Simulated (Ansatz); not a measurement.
# CH5GaS: an energy map over bond length S2–Ga3 and dihedral C1–S2–Ga3–H7, part 2 of 2

Aim: map the energy of CH₅GaS, SMILES C[S][GaH2] over two coordinates, and find its wells, ridges and stiffness.

Ansatz 0.2.0; RKS SPW92 (LDA)/def2-TZVP. The steps go on from the part before.

### 7 Energy over the grid

225 points were computed. Energies in kJ/mol, from the relaxed molecule at the same level:

| dihedral C1–S2–Ga3–H7 (°) ↓, bond length S2–Ga3 (Å) → | 1.859 | 1.942 | 2.026 | 2.109 | 2.193 | 2.276 | 2.359 | 2.443 | 2.526 | 2.610 | 2.693 | 2.776 | 2.860 | 2.943 | 3.026 |
| --- | --- | --- | --- | --- | --- | --- | --- | --- | --- | --- | --- | --- | --- | --- | --- |
| 156 | 116 | 59 | 26 | 11 | 9 | 16 | 29 | 46 | 65 | 86 | 107 | 129 | 151 | 171 | 191 |
| 132 | 147 | 87 | 52 | 34 | 30 | 34 | 45 | 61 | 78 | 98 | 118 | 139 | 159 | 179 | 198 |
| 108 | 183 | 119 | 80 | 60 | 53 | 55 | 63 | 77 | 93 | 111 | 129 | 149 | 168 | 187 | 205 |
| 84 | 193 | 129 | 89 | 67 | 59 | 61 | 69 | 81 | 97 | 114 | 133 | 151 | 170 | 189 | 207 |
| 60 | 166 | 104 | 67 | 48 | 42 | 45 | 55 | 69 | 86 | 105 | 124 | 144 | 164 | 183 | 202 |
| 36 | 130 | 71 | 37 | 21 | 18 | 24 | 36 | 52 | 71 | 91 | 112 | 133 | 154 | 174 | 194 |
| 12 | 108 | 51 | 19 | 4 | 3 | 10 | 23 | 41 | 60 | 82 | 104 | 126 | 148 | 169 | 189 |
| −12 | 108 | 51 | 19 | 4 | 3 | 10 | 23 | 41 | 60 | 82 | 104 | 126 | 148 | 169 | 189 |
| −36 | 130 | 71 | 37 | 21 | 18 | 24 | 36 | 52 | 71 | 91 | 112 | 133 | 154 | 174 | 194 |
| −60 | 166 | 104 | 67 | 48 | 42 | 45 | 55 | 69 | 86 | 105 | 124 | 144 | 164 | 183 | 202 |
| −84 | 193 | 129 | 89 | 67 | 59 | 61 | 69 | 81 | 97 | 114 | 133 | 151 | 170 | 189 | 207 |
| −108 | 183 | 119 | 80 | 60 | 53 | 55 | 63 | 77 | 93 | 111 | 129 | 149 | 168 | 187 | 205 |
| −132 | 147 | 87 | 52 | 34 | 30 | 34 | 45 | 61 | 78 | 98 | 118 | 139 | 159 | 179 | 198 |
| −156 | 116 | 59 | 26 | 11 | 9 | 16 | 28 | 45 | 65 | 86 | 107 | 129 | 151 | 171 | 191 |
| −180 | 105 | 48 | 16 | 2 | 1 | 9 | 22 | 40 | 60 | 81 | 103 | 125 | 147 | 168 | 189 |

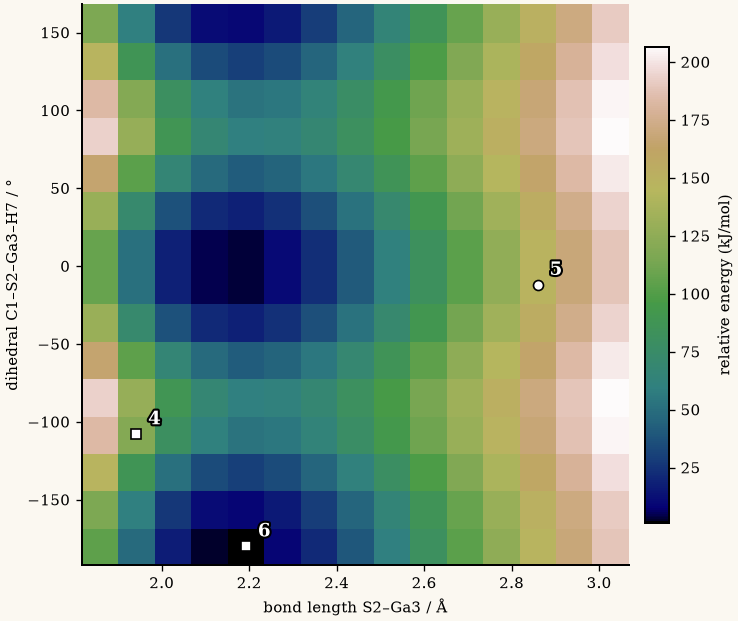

The map; numbers mark the steps of this session that print a point's run. In the figure: one coloured cell a grid point.

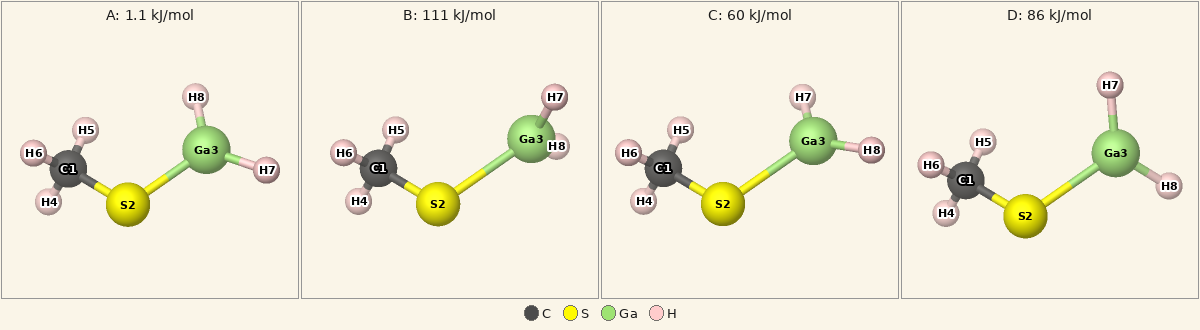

Structures on the grid, at one scale: A at (2.193 Å, −180°); B at (2.610 Å, 108°); C at (2.526 Å, −12°); D at (2.526 Å, 60°).

On the same grid, largest force on an atom (eV/Å):

| dihedral C1–S2–Ga3–H7 (°) ↓, bond length S2–Ga3 (Å) → | 1.859 | 1.942 | 2.026 | 2.109 | 2.193 | 2.276 | 2.359 | 2.443 | 2.526 | 2.610 | 2.693 | 2.776 | 2.860 | 2.943 | 3.026 |
| --- | --- | --- | --- | --- | --- | --- | --- | --- | --- | --- | --- | --- | --- | --- | --- |
| 156 | 8.8 | 5.3 | 2.8 | 1.0 | 0.4 | 1.2 | 1.8 | 2.2 | 2.5 | 2.6 | 2.6 | 2.6 | 2.6 | 2.5 | 2.4 |
| 132 | 9.3 | 5.8 | 3.2 | 1.4 | 0.4 | 1.1 | 1.6 | 2.0 | 2.3 | 2.4 | 2.5 | 2.5 | 2.5 | 2.4 | 2.3 |
| 108 | 10.0 | 6.4 | 3.7 | 1.8 | 0.6 | 0.9 | 1.5 | 1.9 | 2.1 | 2.3 | 2.3 | 2.4 | 2.3 | 2.3 | 2.2 |
| 84 | 10.2 | 6.6 | 3.9 | 2.0 | 0.7 | 0.9 | 1.5 | 1.9 | 2.1 | 2.2 | 2.3 | 2.3 | 2.3 | 2.3 | 2.2 |
| 60 | 9.7 | 6.1 | 3.5 | 1.7 | 0.6 | 1.0 | 1.6 | 1.9 | 2.2 | 2.3 | 2.4 | 2.4 | 2.4 | 2.3 | 2.3 |
| 36 | 9.0 | 5.5 | 3.0 | 1.2 | 0.4 | 1.1 | 1.7 | 2.1 | 2.4 | 2.5 | 2.6 | 2.6 | 2.5 | 2.4 | 2.4 |
| 12 | 8.6 | 5.2 | 2.7 | 0.9 | 0.4 | 1.3 | 1.9 | 2.3 | 2.5 | 2.6 | 2.7 | 2.6 | 2.6 | 2.5 | 2.4 |
| −12 | 8.6 | 5.2 | 2.7 | 0.9 | 0.4 | 1.3 | 1.9 | 2.3 | 2.5 | 2.6 | 2.7 | 2.6 | 2.6 | 2.5 | 2.4 |
| −36 | 9.0 | 5.5 | 3.0 | 1.2 | 0.4 | 1.1 | 1.7 | 2.1 | 2.4 | 2.5 | 2.6 | 2.6 | 2.5 | 2.4 | 2.4 |
| −60 | 9.7 | 6.1 | 3.5 | 1.7 | 0.6 | 1.0 | 1.6 | 1.9 | 2.2 | 2.3 | 2.4 | 2.4 | 2.4 | 2.3 | 2.3 |
| −84 | 10.2 | 6.6 | 3.9 | 2.0 | 0.7 | 0.9 | 1.5 | 1.9 | 2.1 | 2.2 | 2.3 | 2.3 | 2.3 | 2.3 | 2.2 |
| −108 | 10.0 | 6.4 | 3.7 | 1.8 | 0.6 | 0.9 | 1.5 | 1.9 | 2.1 | 2.3 | 2.3 | 2.4 | 2.3 | 2.3 | 2.2 |
| −132 | 9.3 | 5.8 | 3.2 | 1.4 | 0.4 | 1.1 | 1.6 | 2.0 | 2.3 | 2.4 | 2.5 | 2.5 | 2.5 | 2.4 | 2.3 |
| −156 | 8.8 | 5.3 | 2.8 | 1.0 | 0.4 | 1.2 | 1.8 | 2.2 | 2.5 | 2.6 | 2.6 | 2.6 | 2.6 | 2.5 | 2.4 |
| −180 | 8.6 | 5.1 | 2.6 | 0.9 | 0.5 | 1.3 | 1.9 | 2.3 | 2.5 | 2.7 | 2.7 | 2.7 | 2.6 | 2.6 | 2.5 |

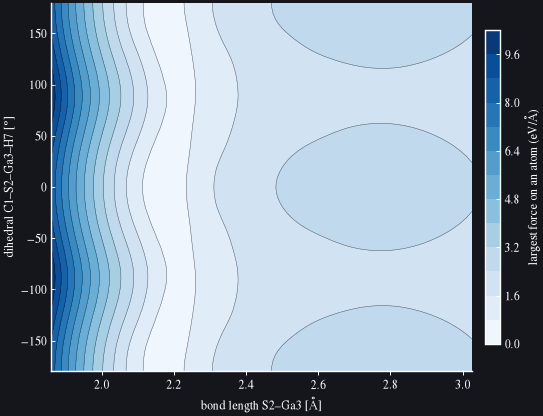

The largest force on an atom over the grid. Drawn: filled contours. Between grid points the surface is interpolated.

The dipole moment (D) at each point:

```csv
"dihedral C1–S2–Ga3–H7 (°) ↓, bond length S2–Ga3 (Å) →",1.859,1.942,2.026,2.109,2.193,2.276,2.359,2.443,2.526,2.610,2.693,2.776,2.860,2.943,3.026
156,1.75,1.64,1.55,1.49,1.48,1.52,1.60,1.73,1.88,2.05,2.23,2.41,2.60,2.78,2.96
132,1.75,1.63,1.53,1.48,1.49,1.55,1.66,1.80,1.97,2.15,2.34,2.53,2.72,2.90,3.07
108,1.72,1.58,1.50,1.48,1.52,1.63,1.78,1.95,2.14,2.33,2.53,2.71,2.90,3.07,3.23
84,1.67,1.54,1.47,1.47,1.54,1.66,1.82,2.01,2.20,2.40,2.60,2.78,2.96,3.13,3.29
60,1.67,1.54,1.45,1.42,1.45,1.54,1.67,1.84,2.02,2.22,2.41,2.60,2.79,2.97,3.14
36,1.66,1.54,1.45,1.40,1.40,1.45,1.56,1.70,1.87,2.05,2.24,2.43,2.62,2.81,2.99
12,1.65,1.54,1.45,1.39,1.38,1.42,1.51,1.64,1.80,1.97,2.16,2.35,2.54,2.73,2.91
−12,1.65,1.54,1.45,1.39,1.38,1.42,1.51,1.64,1.80,1.97,2.16,2.35,2.54,2.73,2.91
−36,1.66,1.54,1.45,1.40,1.40,1.45,1.56,1.70,1.87,2.05,2.24,2.43,2.62,2.81,2.99
−60,1.67,1.54,1.45,1.42,1.45,1.54,1.67,1.84,2.02,2.22,2.41,2.60,2.79,2.97,3.14
−84,1.67,1.54,1.47,1.47,1.54,1.66,1.82,2.01,2.20,2.40,2.60,2.78,2.96,3.13,3.29
−108,1.71,1.58,1.50,1.48,1.52,1.63,1.77,1.95,2.14,2.33,2.53,2.71,2.90,3.07,3.23
−132,1.75,1.63,1.53,1.48,1.49,1.55,1.66,1.80,1.97,2.15,2.34,2.53,2.72,2.90,3.07
−156,1.75,1.64,1.55,1.49,1.48,1.52,1.60,1.73,1.88,2.05,2.23,2.41,2.60,2.78,2.96
−180,1.75,1.65,1.56,1.50,1.48,1.51,1.59,1.70,1.85,2.02,2.19,2.38,2.56,2.75,2.92
```

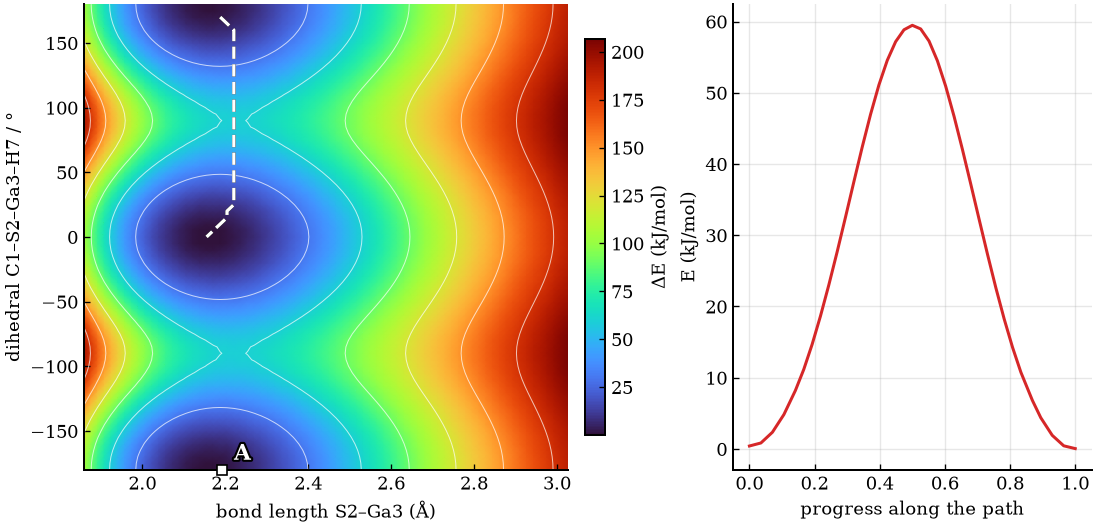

The easiest path on the interpolated surface, from A. In the figure: a smooth colour map, a line along the lowest path, the energy along the path at the right. Between grid points the surface is interpolated.

### 8 What came out

The summary covers parts 1 to 2.

| quantity | value |
| --- | --- |
| lowest point | (2.193 Å, −180°), 1.1 kJ/mol |
| highest computed point | (3.026 Å, −84°), 206 kJ/mol above the lowest |
| largest force on an atom (eV/Å) | 0.4 at (2.193 Å, −12°) to 10.2 at (1.859 Å, −84°); 0.5 at the lowest point |
| dipole moment (D) | 1.38 at (2.193 Å, 12°) to 3.29 at (3.026 Å, −84°); 1.48 at the lowest point |
| time for the whole task | 6.6 min on 1 thread, shared host |

**Reading.** The lowest computed point is at (2.193 Å, −180°), 1.1 kJ/mol from the relaxed molecule at the same level; the map holds 2 wells of about this depth. The grid is coarse, so the lowest point of the scanned range may lie between grid points; coordinates that were held can hide deeper minima. No other kind of well shows on this grid. The highest computed point, (3.026 Å, −84°), lies 206 kJ/mol above the lowest. On the interpolated surface the easiest way out of the lowest well to the well at (2.193 Å, 12°) passes a barrier of about 59 kJ/mol. Round the minimum the two coordinates are nearly uncoupled.
